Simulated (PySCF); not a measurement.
Consider C3H8GeN2 (SMILES C[N](C)[GeH2][C]#N).

```xyz
14

C    -0.6789   -1.3601   -0.5706
N    -0.5191    0.0504   -0.2851
C    -1.3015    0.4690    0.8591
Ge    1.0490    0.8794   -0.6674
C     2.5406    0.4497    0.4919
N     3.3829    0.1574    1.2109
H    -1.7336   -1.5764   -0.7611
H    -0.1045   -1.6162   -1.4612
H    -0.3428   -1.9969    0.2570
H    -2.3604    0.2769    0.6652
H    -1.1650    1.5386    1.0214
H    -1.0207   -0.0622    1.7768
H     1.4462    0.4393   -2.0442
H     0.8072    2.3507   -0.5150
```

Geometry: GFN2-xTB.

These are results of PBE0/def2-SVPD, SCF density, gas phase in PySCF 2.14.0, not measurements.

What will maps of the electron density and electron localisation function show?

Answer. C–H (1.09 Å): ρ at the midpoint is about 2 e/Å³; the ELF climbs to about 1 towards the hydrogen, as it does in any bond to H; an ordinary covalent bond to hydrogen.

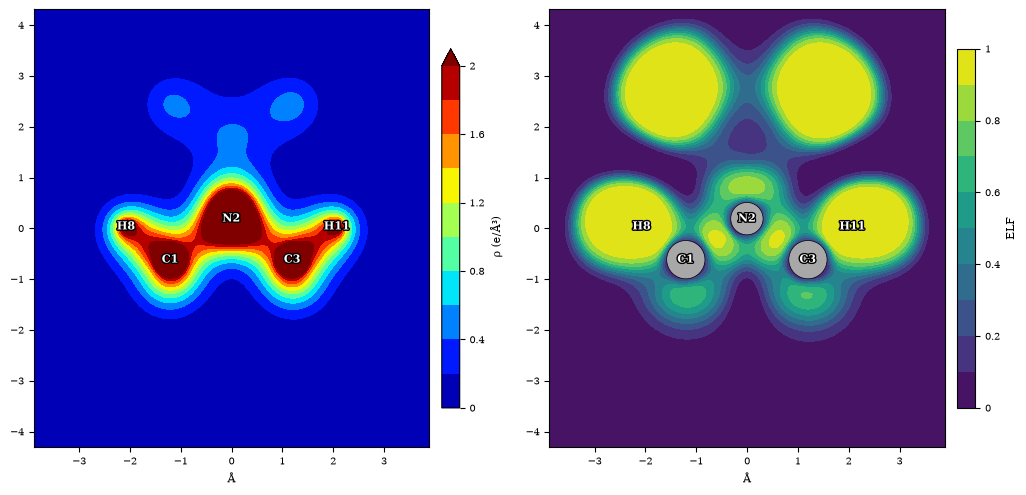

Computed electron density and electron localisation function on the plane of atoms N2, C1 and H8, in this order. Grey discs cover the atomic cores in the ELF map. 
